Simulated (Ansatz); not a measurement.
Run report: CH6FOPSi, phonon calculation

The run: phonon calculation of CH6FOPSi. Method and program: RKS PBE0-D4/def2-SVP (Ansatz 0.2.0).

It belongs to a series of runs on one base structure; here: vibrations at the highest image of the band.

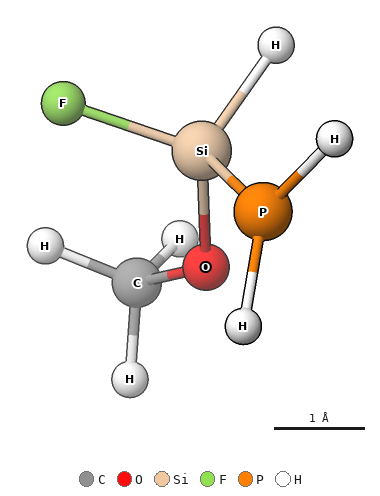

The structure (ball-and-stick view, seen at an oblique angle).

### The input
```yaml
crystal:
  periodic: [false, false, false]
  atoms:
    - { symbol: C, position_ang: [-1.670749, 1.063711, -0.461391] }
    - { symbol: O, position_ang: [-0.740079, 0.008238, -0.457075] }
    - { symbol: Si, position_ang: [0.834776, 0.102118, 0.00833] }
    - { symbol: F, position_ang: [0.868277, 1.228201, 1.184587] }
    - { symbol: P, position_ang: [1.44174, -1.878284, 0.608907] }
    - { symbol: H, position_ang: [-2.683137, 0.638005, -0.398251] }
    - { symbol: H, position_ang: [-1.522224, 1.746879, 0.390948] }
    - { symbol: H, position_ang: [-1.601279, 1.647694, -1.395508] }
    - { symbol: H, position_ang: [1.806414, 0.57229, -1.011082] }
    - { symbol: H, position_ang: [2.721755, -2.366716, 0.326308] }
    - { symbol: H, position_ang: [0.609906, -2.819136, 1.224827] }
basis:
  gaussian: { orbitals: def2-SVP }
hamiltonian:
  xc: pbe0
  dispersion: d4
phonons: {}
```

Run on 2 threads of Intel Xeon (Granite Rapids), 16 GiB of memory available, shared host.

Command:
```bash
ansatz run input.yaml --threads 2 --pin off --max-ram 3072MiB --backend cpu --events-out ev --progress --plain --runs-dir out
```

### Output
```
Engine: ansatz 0.2.0, x86_64-unknown-linux-gnu
Functional definition: PBE0
  parameter a = 0.25
  parameter kappa = 0.804
  parameter beta = 0.06672455060314922
  exchange = (1 - a)*pbe_x(kappa = kappa, mu = beta*pi^2/3) + a*exact_x
  correlation = pbe_c(beta = beta)
1114 factors; integrals over basis functions are off by at most 4.0e-4 eV
mean field evaluation 1: about -23039.3509 eV, gradient 4.8e1 eV
mean field evaluation 2: about -23034.9231 eV, gradient 7.0e1 eV
mean field evaluation 4: about -23043.6831 eV, gradient 2.6e0 eV
mean field evaluation 8: about -23043.7092 eV, gradient 3.9e-2 eV
mean field -23043.70919251 eV, -846.8406932378 hartree, gradient 1.9e-5 eV, S^2 0.000000; 0 other end points of the search recorded, 0 dependent functions left out
the calculation of the forces begins
reference -23043.70922132 eV, -846.8406942966 hartree; 29, 29 occupied and 79, 79 virtual orbitals, 1114 factors
these checks for a lower state are left out or cut short: stability, starts, cluster_reference, orbital_swaps, neighbouring_geometries, increment
1114 factors; integrals over basis functions are off by at most 4.0e-4 eV
mean field evaluation 16: about -23043.6947 eV, gradient 1.9e-1 eV
mean field -23043.70902400 eV, -846.8406870448 hartree, gradient 9.1e-7 eV, S^2 0.000000; 0 other end points of the search recorded, 0 dependent functions left out
[... from here on the field's lines of each further geometry are left out, up to the last ...]
the calculation of the forces begins
reference -23043.70921081 eV, -846.8406939103 hartree; 29, 29 occupied and 79, 79 virtual orbitals, 1114 factors
these checks for a lower state are left out or cut short: stability, starts, cluster_reference, orbital_swaps, neighbouring_geometries, increment
1114 factors; integrals over basis functions are off by at most 4.0e-4 eV
mean field -23043.70917650 eV, -846.8406926493 hartree, gradient 2.3e-6 eV, S^2 0.000000; 0 other end points of the search recorded, 0 dependent functions left out
the calculation of the forces begins
reference -23043.70920531 eV, -846.8406937080 hartree; 29, 29 occupied and 79, 79 virtual orbitals, 1114 factors
WARN: phonons: modes at or below zero, which the zero-point energy, F, S and C_V leave out: 1, the lowest at -656.83 cm⁻¹. A minimum has none, and a first-order saddle one
Total energy: -23043.90896285 eV, -846.8480346623 hartree
Atom 0 at    -1.670749     1.063711    -0.461391 Å, force    -0.000131     0.000337     0.000290 eV/Å
Atom 1 at    -0.740079     0.008238    -0.457075 Å, force     0.000764    -0.000817    -0.000411 eV/Å
Atom 2 at     0.834776     0.102118     0.008330 Å, force    -0.000033     0.000322    -0.000124 eV/Å
Atom 3 at     0.868277     1.228201     1.184587 Å, force     0.000292     0.000365    -0.000158 eV/Å
Atom 4 at     1.441740    -1.878284     0.608907 Å, force    -0.000365    -0.000183    -0.000285 eV/Å
Atom 5 at    -2.683137     0.638005    -0.398251 Å, force    -0.000073    -0.000037     0.000241 eV/Å
Atom 6 at    -1.522224     1.746879     0.390948 Å, force    -0.000261     0.000084    -0.000034 eV/Å
Atom 7 at    -1.601279     1.647694    -1.395508 Å, force    -0.000155    -0.000120     0.000131 eV/Å
Atom 8 at     1.806414     0.572290    -1.011082 Å, force     0.000033     0.000102     0.000158 eV/Å
Atom 9 at     2.721755    -2.366716     0.326308 Å, force     0.000253    -0.000096     0.000408 eV/Å
Atom 10 at     0.609906    -2.819136     1.224827 Å, force    -0.000322     0.000043    -0.000215 eV/Å
Dipole moment:    -0.087025    -0.066028    -0.142267 e Å
Vibrations: -656.83 64.28 82.10 109.55 180.43 223.56 266.92 379.44 480.42 565.75 749.99 831.50 847.25 904.44 1022.30 1167.64 1179.27 1221.65 1470.06 1477.04 1479.07 2277.68 2577.19 2619.78 3034.79 3124.29 3153.02 cm⁻¹, zero-point energy 1.952096 eV
```

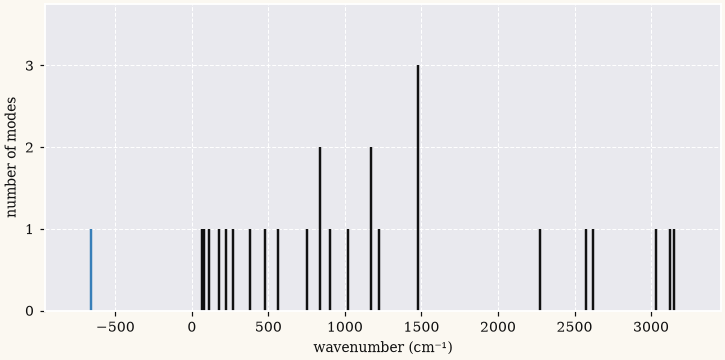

Harmonic vibrational wavenumbers from the force constants; neighbouring modes closer than 17 cm⁻¹ are counted in one stick, and imaginary ones are drawn at negative wavenumbers. 27 modes from 657i to 3153 cm⁻¹, 1 imaginary beyond 8i (657i cm⁻¹): a first-order saddle point, if the geometry is stationary.

### Summary

```csv
quantity,value
outcome,converged
total energy,−23043.9090 eV
mean-field energy,−23043.7092 eV
largest force (length of the vector),0.001 eV/Å
wall time,66 s (CPU time 2.1 min)
peak memory,0.25 GiB
```
